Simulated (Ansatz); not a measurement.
Geometry optimisation.

Program: Ansatz.

```
crystal:
  lattice:
    - [0.0, 3.31156, 0.0]
    - [6.087909, 0.0, 0.0]
    - [-2.740807, 1.65578, -5.963551]
  atoms:
    - { symbol: S, position: [0.3675, 0.9726, 0.265] }
    - { symbol: S, position: [0.6325, 0.0274, 0.735] }
    - { symbol: Nb, position: [0.0, 0.0, 0.0] }
    - { symbol: S, position: [0.8938, 0.4493, 0.2124] }
    - { symbol: S, position: [0.1062, 0.5507, 0.7876] }
    - { symbol: W, position: [0.2561, 0.6904, 0.4878] }
    - { symbol: W, position: [0.7439, 0.3096, 0.5122] }
  symmetry: { tolerance: 0.0003 }
kpoints:
  mp_grid: { grid: [6, 3, 6], shift: [0, 0, 0] }
magnetization:
  spin_polarized: false
scf:
  occupations: { method: fermi_dirac }
  lower_state_search: "off"
hamiltonian:
  pseudopotentials: { kind: paw }
  xc: pbe
basis:
  ecutwfc: 420
  fft_grid_basis: typed
relax:
  max_steps: 60
  cell: { p_target: 0.0 }
output:
  forces: true
  stress: true
  eigenvalues: true
  bader: true
  populations: true
  elf: true
  write_potential: true
  volumetric_format: npy
  dos:
    e_range: [-12, 8]
    de: 0.05
    projected: { site_lists: { Nb: [Nb], S: [S], W: [W] } }
  write_density: true
checkpoint:
  read: saved_state
```

Run as:
```bash
ansatz run input.yaml --threads 2 --pin off --max-ram 2560MiB --backend cpu --events-out ev --progress --plain --runs-dir out
```

### How does the optimisation go?

The optimisation met its thresholds at geometry 7, counting the start as the first. The energy fell by about 63 meV/atom from the first step to the last. The largest force component goes from about 1.5 eV/Å at the start to 6 × 10⁻³ eV/Å at the end. The volume shrinks from 17.18 to 16.71 Å³ per atom (−2.7 %), overshooting to 16.31 at step 2, as the pressure goes from −4.2 GPa to about 0 GPa.

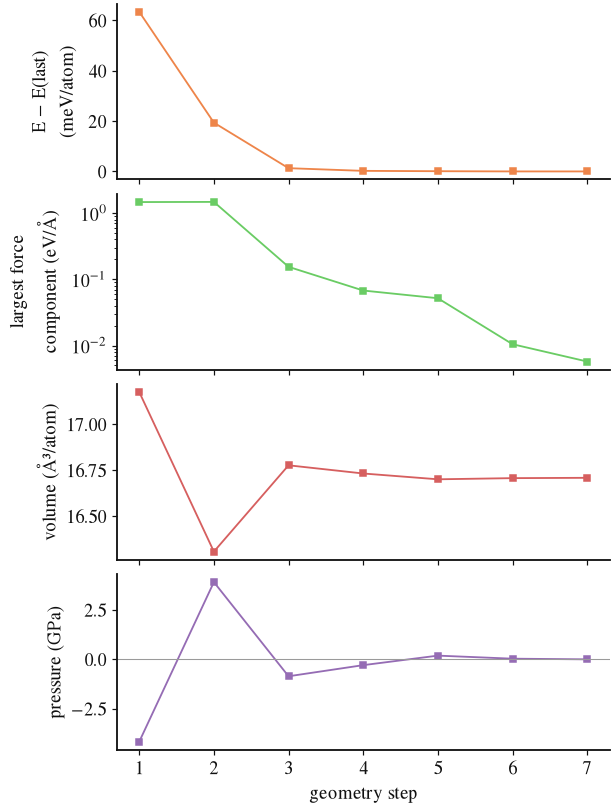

History of the run, step by step. Atoms and cell relax. A closing SCF on a freshly chosen basis isn't drawn.
